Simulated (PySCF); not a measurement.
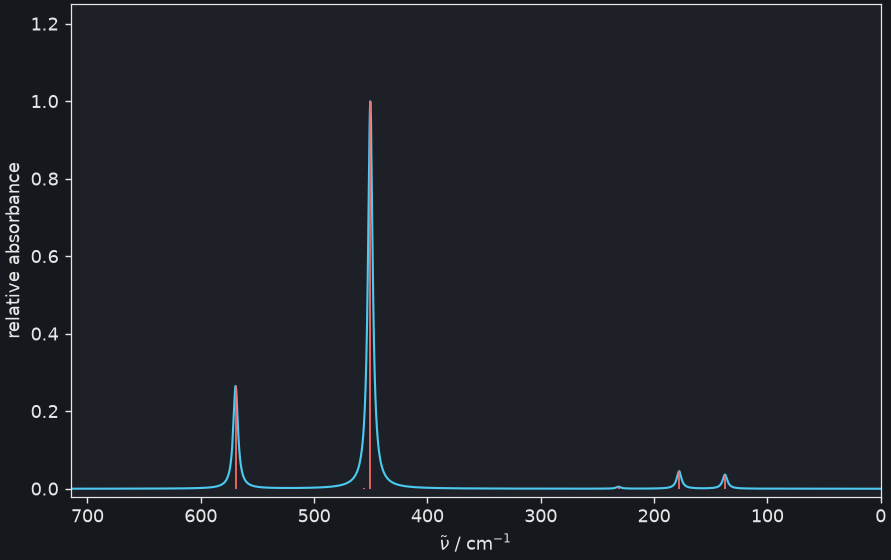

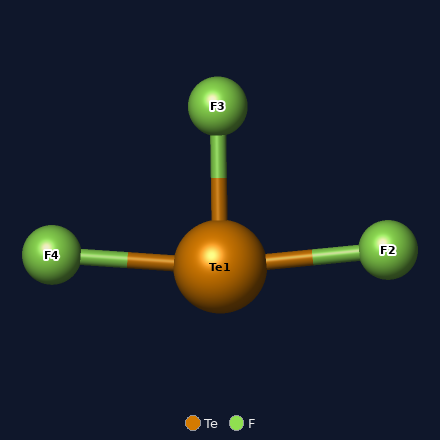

Infrared spectrum of TeF₃⁻, singlet (point group C2v). Unscaled harmonic wavenumbers and double-harmonic intensities, PBE0/def2-SVPD (ECP), PySCF, isolated molecule. The structure is the lowest point that the starts tried gave, with the shape that electron-pair counting expects. Lorentzian lines of 5 cm⁻¹ full width. Close modes add up in the curve.

**Which lines are the most intense?**

450.3 cm⁻¹ (327.1 km/mol, b2), 569.2 cm⁻¹ (86.8 km/mol, a1) and 177.9 cm⁻¹ (14.8 km/mol, b1).

**List the modes.**

| cm⁻¹ | km/mol | symmetry |
| --- | --- | --- |
| 137.4 | 11.9 | a1 |
| 177.9 | 14.8 | b1 |
| 231.3 | 1.7 | b2 |
| 450.3 | 327.1 | b2 |
| 456.1 | 0.3 | a1 |
| 569.2 | 86.8 | a1 |

Known limits of this run: double-zeta basis on some or all atoms.
